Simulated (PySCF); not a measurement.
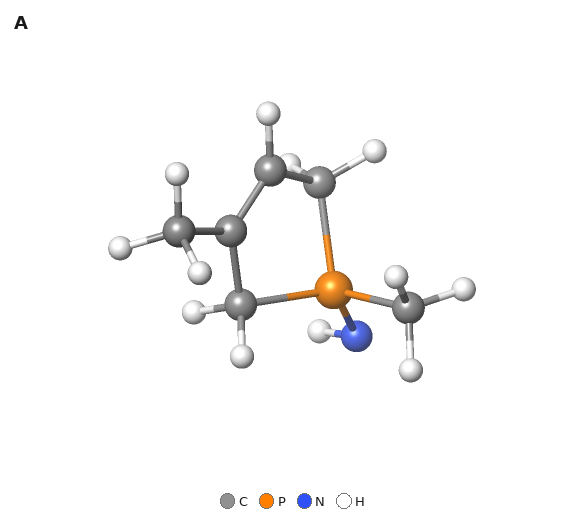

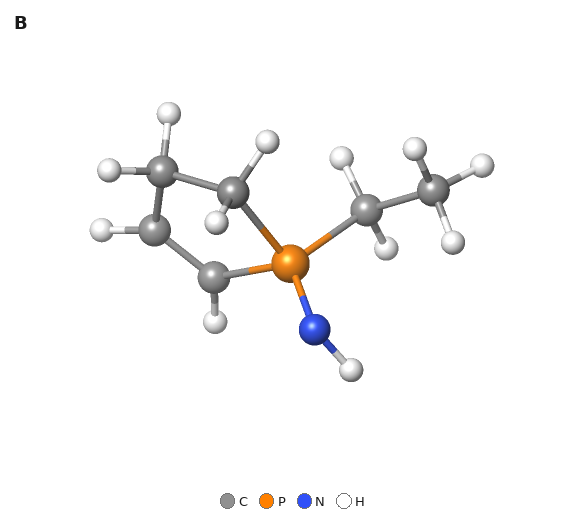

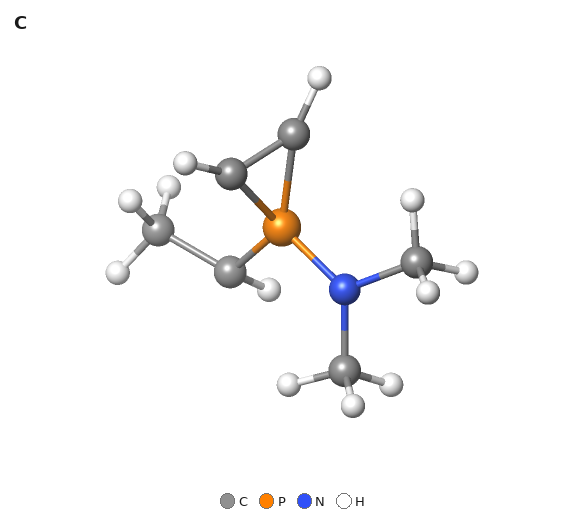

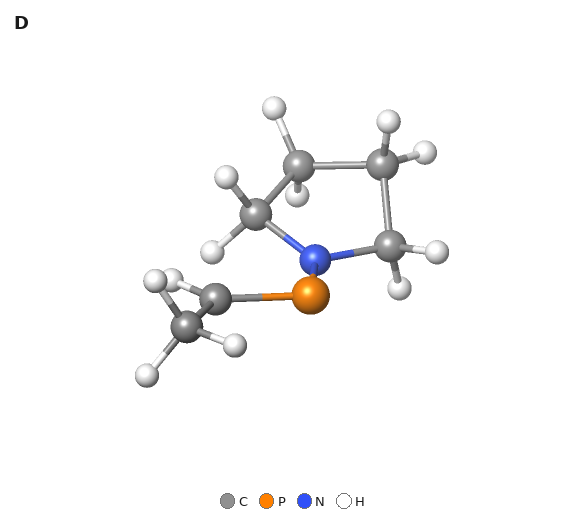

4 stationary structures of one formula. Geometries: GFN2-xTB. Electronic energies: PBE0/pcSseg-1 (PySCF 2.14.0), without zero-point energy. No frequency run is at hand to confirm each as a minimum. Each is one conformer, not always the lowest.

**Are they conformers, stereoisomers or constitutional isomers?**

They are constitutional isomers of C6H12NP: A `CC1=CC[P@](C)(=N)C1`, B `CC[P@]1(=N)C=CCC1`, C `CC=P1(N(C)C)C=C1`, D `C/C=P/N1CCCC1`.

**Which is lowest in energy, and by how much?**

A is lowest; D lies 0.145 eV above it, B lies 0.328 eV above it, C lies 3.688 eV above it.

The geometry is semi-empirical. Around P such bond lengths and angles can be off by a tenth of an ångström or more and by several degrees, and values that hang on the shape move with them.
